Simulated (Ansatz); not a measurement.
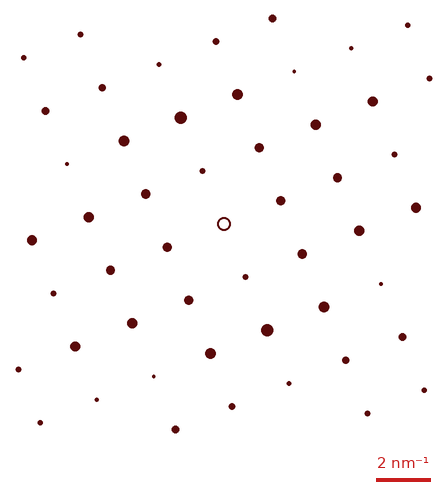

The pattern is a kinematic simulation for 200 kV electrons (no multiple scattering; isotropic B = 0.8 Å²).

Phase: Sb₂C₃, space group Fmmm (No. 69), a = 7.654 Å, b = 8.780 Å, c = 9.387 Å. Structure: the end point of a relaxation with DFT PBE, scalar-relativistic, plane waves, PAW in Ansatz; the starting structure was generated, so it need not be a known form of this composition.

### Measure the pattern against the scale bar and name the zone.

The spots form a rectangular net whose two shortest vectors correspond to d = 4.69 Å and 4.39 Å, 90.0° apart. They index as 0 0 2 and 0 2 0, so the zone axis is ±[100].

### Which reflections of this zone are missing, and why?

The lattice centring (F) removes all reflections that break h + k = 2n, h + l = 2n.

### List the strongest reflections.

Strongest reflections with d > 1.29 Å, one of each family (|F|² from tabulated Gaussian fits of the electron scattering factors, times a small damping for the curvature of the Ewald sphere):

```csv
hkl,d (Å),I (strongest = 100)
0 0 4,2.347,100
0 2 4,2.070,67
0 4 2,1.988,51
0 6 2,1.397,46
0 2 2,3.206,35
0 2 0,4.390,35
```
